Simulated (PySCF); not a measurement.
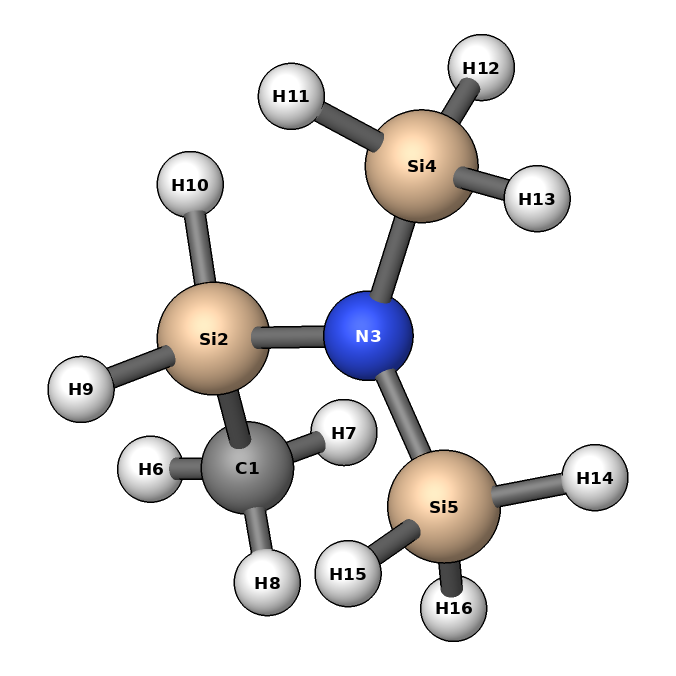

Geometry: an image of a reaction path computed with GFN2-xTB, not a minimum. Method: GIAO PBE0/pcSseg-1 NMR shielding, non-relativistic, gas phase (PySCF 2.14.0). Principal shieldings σ11 ≤ σ22 ≤ σ33, span Ω = σ33 − σ11, skew κ = 3(σiso − σ22)/Ω.

Give the shielding tensors of the C atoms.

```
atom    σ11    σ22    σ33   σiso     Ω      κ
  C1  178.7  191.6  198.0  189.4  19.3  −0.33
```

Shieldings and span in ppm.
